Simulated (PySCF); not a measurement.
# B₂H₄F (charge −1): geometry relaxation (part 2 of 2)

B₂H₄F, charge −1, SMILES B[BH2-]F; HF/6-31G**, RHF (PySCF 2.14.0). The geometry comes from this level: GFN2-xTB.

Geometry of the input (Å):
```
B  -0.5575  -0.5471  -0.6066
B  0.3689  0.3922  0.4348
F  1.8337  0.2171  0.2990
H  -1.7529  -0.4882  -0.5889
H  -0.1655  -1.3241  -1.4243
H  0.1120  0.1504  1.6194
H  0.1613  1.5997  0.2667
```

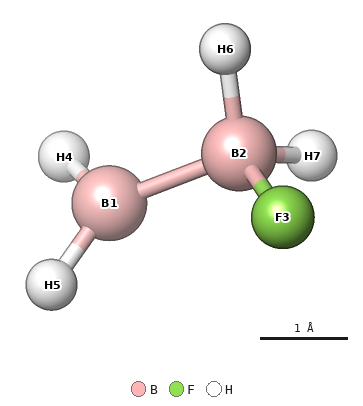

The geometry at step 4 of the log (ball-and-stick view, seen at a tilt; atoms are numbered from 1 in the order of the input).

## The program's output, continued
```
Geometry optimization cycle 7
Cartesian coordinates (Angstrom)
 Atom        New coordinates             dX        dY        dZ
   B  -0.547324  -0.546160  -0.605433    0.000294  0.000005  0.000012
   B   0.427644   0.404330   0.448984    0.000305 -0.000113 -0.000125
   F   1.856779   0.220093   0.304036    0.000483  0.000659  0.000739
   H  -1.762562  -0.472384  -0.571132    0.000216  0.000299  0.000359
   H  -0.178329  -1.344940  -1.447697   -0.000800 -0.000260 -0.000322
   H   0.076765   0.136729   1.619342   -0.000263 -0.000298 -0.000340
   H   0.127016   1.602343   0.251909   -0.000235 -0.000292 -0.000322
converged SCF energy = -151.128054818141
--------------- RHF_Scanner gradients ---------------
         x                y                z
0 B    -0.0000312017    -0.0000121889    -0.0000143594
1 B     0.0000076302    -0.0000358430    -0.0000363256
2 F    -0.0000052537    -0.0000005760    -0.0000010127
3 H     0.0000210769     0.0000104978     0.0000117997
4 H     0.0000192569     0.0000106575     0.0000122184
5 H    -0.0000056062     0.0000094962     0.0000175811
6 H    -0.0000059024     0.0000179564     0.0000100985
----------------------------------------------
cycle 7: E = -151.128054818  dE = -1.54782e-07  norm(grad) = 7.89752e-05
Step    6 : Displace = 6.566e-04/1.101e-03 (rms/max) Trust = 3.000e-01 (=) Grad = 2.985e-05/5.160e-05 (rms/max) E (change) = -151.1280548181 (-1.548e-07) Quality = 1.196
Hessian Eigenvalues: 2.29922e-02 2.62865e-02 4.99994e-02 ... 2.47302e-01 2.81783e-01 3.11313e-01

Geometry optimization cycle 8
Cartesian coordinates (Angstrom)
 Atom        New coordinates             dX        dY        dZ
   B  -0.547257  -0.546148  -0.605420    0.000066  0.000012  0.000013
   B   0.427706   0.404371   0.449025    0.000062  0.000040  0.000041
   F   1.856873   0.220237   0.304199    0.000094  0.000144  0.000163
   H  -1.762551  -0.472392  -0.571132    0.000011 -0.000008  0.000000
   H  -0.178544  -1.345006  -1.447779   -0.000215 -0.000065 -0.000082
   H   0.076751   0.136646   1.619290   -0.000015 -0.000083 -0.000052
   H   0.127013   1.602301   0.251826   -0.000004 -0.000041 -0.000083
converged SCF energy = -151.128054834032
--------------- RHF_Scanner gradients ---------------
         x                y                z
0 B    -0.0000063617     0.0000037482     0.0000037136
1 B     0.0000048841    -0.0000134272    -0.0000136963
2 F     0.0000007626     0.0000015493     0.0000016403
3 H     0.0000019657     0.0000009450     0.0000010228
4 H     0.0000043148     0.0000008981     0.0000011053
5 H    -0.0000027082     0.0000021401     0.0000040839
6 H    -0.0000028573     0.0000041466     0.0000021305
----------------------------------------------
cycle 8: E = -151.128054834  dE = -1.58909e-08  norm(grad) = 2.3466e-05
Step    7 : Displace = 1.433e-04/2.409e-04 (rms/max) Trust = 3.000e-01 (=) Grad = 8.869e-06/1.979e-05 (rms/max) E (change) = -151.1280548340 (-1.589e-08) Quality = 1.163
Hessian Eigenvalues: 2.29923e-02 2.62859e-02 4.99987e-02 ... 2.48746e-01 2.81696e-01 3.22516e-01

Geometry optimization cycle 9
Cartesian coordinates (Angstrom)
 Atom        New coordinates             dX        dY        dZ
   B  -0.547247  -0.546151  -0.605423    0.000010 -0.000003 -0.000004
   B   0.427702   0.404395   0.449049   -0.000004  0.000024  0.000024
   F   1.856870   0.220246   0.304210   -0.000003  0.000009  0.000011
   H  -1.762551  -0.472408  -0.571147   -0.000000 -0.000016 -0.000016
   H  -0.178573  -1.345018  -1.447794   -0.000029 -0.000012 -0.000014
   H   0.076762   0.136636   1.619295    0.000011 -0.000010  0.000005
   H   0.127028   1.602309   0.251820    0.000015  0.000008 -0.000006
converged SCF energy = -151.128054835048
--------------- RHF_Scanner gradients ---------------
         x                y                z
0 B    -0.0000004651     0.0000015115     0.0000015884
1 B     0.0000013263    -0.0000017006    -0.0000015684
2 F    -0.0000000213     0.0000003739     0.0000004011
3 H    -0.0000005047    -0.0000002196    -0.0000002604
4 H     0.0000004620    -0.0000003510    -0.0000003976
5 H    -0.0000003434     0.0000001805     0.0000001822
6 H    -0.0000004537     0.0000002052     0.0000000547
----------------------------------------------
cycle 9: E = -151.128054835  dE = -1.01565e-09  norm(grad) = 3.70617e-06
```

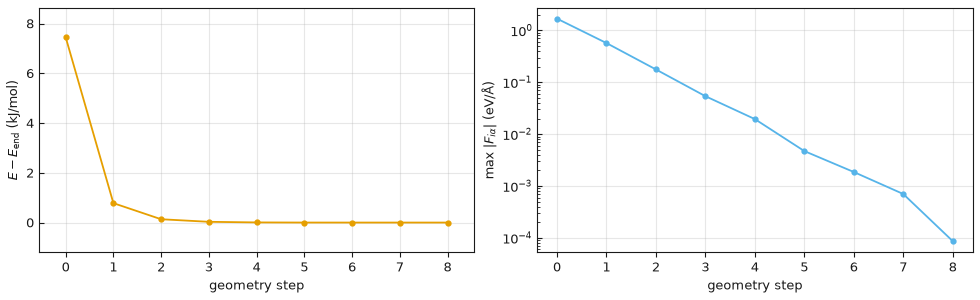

Progress of the relaxation, step by step (steps are counted from 0).

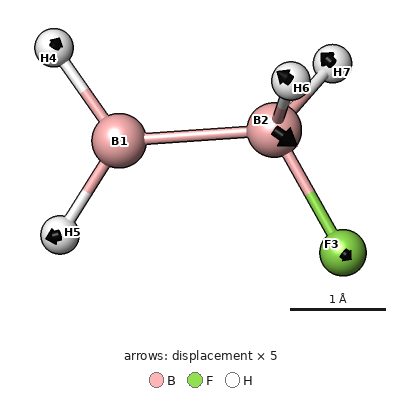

The starting structure with the displacements as black arrows, magnified 5 times (ball-and-stick view, seen at a tilt). The two geometries are laid on each other by the best rigid fit. The largest move after the best rigid fit is that of B2, 0.062 Å. Largest moves by element: B 0.062 Å, H 0.038 Å, F 0.024 Å. Distances before and after: B1–B2 1.681 → 1.722 Å, B2–F3 1.482 → 1.448 Å, B1–H5 1.194 → 1.218 Å, B1–H4 1.197 → 1.218 Å. Among the angles that change: B1–B2–H6 111.7° → 107.2°, F3–B2–H6 105.7° → 110.1°. After 8 geometry steps the energy has fallen by 7.45 kJ/mol. The largest force component goes from 1.7 to under 0.0001 eV/Å. (Atoms are counted from 1 in the order of the input.)

```
Step    8 : Displace = 2.320e-05/3.517e-05 (rms/max) Trust = 3.000e-01 (=) Grad = 1.401e-06/2.667e-06 (rms/max) E (change) = -151.1280548350 (-1.016e-09) Quality = 1.112
Hessian Eigenvalues: 2.29923e-02 2.62859e-02 4.99987e-02 ... 2.48746e-01 2.81696e-01 3.22516e-01
Converged! =D

converged: True
B          -0.54724744       -0.54615076       -0.60542320
B           0.42770167        0.40439468        0.44904931
F           1.85686990        0.22024620        0.30420953
H          -1.76255134       -0.47240781       -0.57114718
H          -0.17857263       -1.34501791       -1.44779354
H           0.07676194        0.13663633        1.61929535
H           0.12702790        1.60230927        0.25181974
converged SCF energy = -151.128054835049
E(HF) = -151.128054835
```

## Trajectory as extended XYZ (Å, eV, eV/Å), 9 frames, from step=0 to step=8
```
7
Properties=species:S:1:pos:R:3:forces:R:3 step=0 energy=-4112.32665
B    -0.5575   -0.5471   -0.6066   -0.1718   0.0146   0.0107
B     0.3689    0.3922    0.4348    1.6877   0.4458   0.5184
F     1.8337    0.2171    0.2990   -0.3217  -0.1626  -0.1795
H    -1.7529   -0.4882   -0.5889   -0.4924   0.0046  -0.0131
H    -0.1655   -1.3241   -1.4243    0.1844  -0.3202  -0.3370
H     0.1120    0.1504    1.6194   -0.4471  -0.1380   0.1407
H     0.1613    1.5997    0.2667   -0.4391   0.1559  -0.1403
7
Properties=species:S:1:pos:R:3:forces:R:3 step=1 energy=-4112.39578
B    -0.5566   -0.5418   -0.6011   -0.0272  -0.0240  -0.0258
B     0.4113    0.4065    0.4511    0.5711  -0.0016   0.0147
F     1.8607    0.2027    0.2853   -0.5013   0.0731   0.0599
H    -1.7726   -0.4870   -0.5880   -0.0065   0.0172   0.0188
H    -0.1602   -1.3326   -1.4335   -0.0020  -0.0432  -0.0468
H     0.0840    0.1441    1.6263   -0.0184  -0.0170  -0.0037
H     0.1334    1.6081    0.2599   -0.0158  -0.0045  -0.0170
7
Properties=species:S:1:pos:R:3:forces:R:3 step=2 energy=-4112.40249
B    -0.5498   -0.5459   -0.6052   -0.0268   0.0289   0.0302
B     0.4202    0.4079    0.4527    0.1770  -0.0823  -0.0824
F     1.8533    0.2093    0.2922   -0.1299   0.0518   0.0506
H    -1.7667   -0.4753   -0.5749    0.0263  -0.0263  -0.0268
H    -0.1658   -1.3424   -1.4443   -0.0373   0.0192   0.0191
H     0.0795    0.1400    1.6241   -0.0053   0.0012   0.0074
H     0.1293    1.6065    0.2555   -0.0041   0.0075   0.0018
7
Properties=species:S:1:pos:R:3:forces:R:3 step=3 energy=-4112.40356
B    -0.5514   -0.5445   -0.6038    0.0198  -0.0003   0.0005
B     0.4270    0.4067    0.4516   -0.0540  -0.0309  -0.0351
F     1.8533    0.2152    0.2986    0.0329   0.0015   0.0029
H    -1.7681   -0.4795   -0.5791    0.0162   0.0127   0.0144
H    -0.1727   -1.3416   -1.4439   -0.0069   0.0004   0.0001
H     0.0809    0.1388    1.6223   -0.0042   0.0034   0.0129
H     0.1310    1.6049    0.2543   -0.0038   0.0133   0.0043
7
Properties=species:S:1:pos:R:3:forces:R:3 step=4 energy=-4112.40382
B    -0.5489   -0.5459   -0.6052    0.0107   0.0105   0.0117
B     0.4268    0.4053    0.4501   -0.0163  -0.0140  -0.0159
F     1.8546    0.2175    0.3012    0.0196   0.0024   0.0034
H    -1.7644   -0.4747   -0.5738    0.0000  -0.0008  -0.0007
H    -0.1753   -1.3438   -1.4463   -0.0067  -0.0006  -0.0009
H     0.0785    0.1379    1.6209   -0.0038  -0.0003   0.0025
H     0.1287    1.6037    0.2532   -0.0036   0.0027  -0.0001
7
Properties=species:S:1:pos:R:3:forces:R:3 step=5 energy=-4112.40387
B    -0.5476   -0.5462   -0.6054    0.0045   0.0042   0.0047
B     0.4273    0.4044    0.4491   -0.0003   0.0003   0.0000
F     1.8563    0.2194    0.3033    0.0020   0.0012   0.0014
H    -1.7628   -0.4727   -0.5715   -0.0032  -0.0016  -0.0018
H    -0.1775   -1.3447   -1.4474   -0.0028  -0.0016  -0.0019
H     0.0770    0.1370    1.6197   -0.0001  -0.0010  -0.0015
H     0.1273    1.6026    0.2522   -0.0001  -0.0015  -0.0010
7
Properties=species:S:1:pos:R:3:forces:R:3 step=6 energy=-4112.40387
B    -0.5473   -0.5462   -0.6054    0.0016   0.0006   0.0007
B     0.4276    0.4043    0.4490   -0.0004   0.0018   0.0019
F     1.8568    0.2201    0.3040    0.0003   0.0000   0.0001
H    -1.7626   -0.4724   -0.5711   -0.0011  -0.0005  -0.0006
H    -0.1783   -1.3449   -1.4477   -0.0010  -0.0005  -0.0006
H     0.0768    0.1367    1.6193    0.0003  -0.0005  -0.0009
H     0.1270    1.6023    0.2519    0.0003  -0.0009  -0.0005
7
Properties=species:S:1:pos:R:3:forces:R:3 step=7 energy=-4112.40387
B    -0.5473   -0.5461   -0.6054    0.0003  -0.0002  -0.0002
B     0.4277    0.4044    0.4490   -0.0003   0.0007   0.0007
F     1.8569    0.2202    0.3042    0.0000  -0.0001  -0.0001
H    -1.7626   -0.4724   -0.5711   -0.0001   0.0000  -0.0001
H    -0.1785   -1.3450   -1.4478   -0.0002   0.0000  -0.0001
H     0.0768    0.1366    1.6193    0.0001  -0.0001  -0.0002
H     0.1270    1.6023    0.2518    0.0001  -0.0002  -0.0001
7
Properties=species:S:1:pos:R:3:forces:R:3 step=8 energy=-4112.40387
B    -0.5472   -0.5462   -0.6054    0.0000  -0.0001  -0.0001
B     0.4277    0.4044    0.4490   -0.0001   0.0001   0.0001
F     1.8569    0.2202    0.3042    0.0000   0.0000   0.0000
H    -1.7626   -0.4724   -0.5711    0.0000   0.0000   0.0000
H    -0.1786   -1.3450   -1.4478    0.0000   0.0000   0.0000
H     0.0768    0.1366    1.6193    0.0000   0.0000   0.0000
H     0.1270    1.6023    0.2518    0.0000   0.0000   0.0000
```

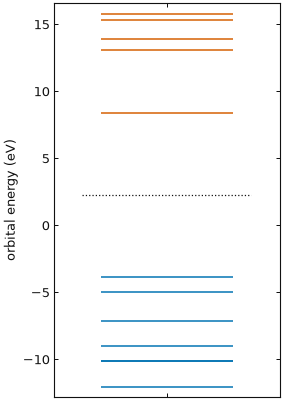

Orbital energies near the frontier; the dotted line parts filled from empty levels, and levels within 0.02 eV of each other stand side by side. Highest filled −3.88 eV, lowest empty 8.35 eV, 12.23 eV apart.
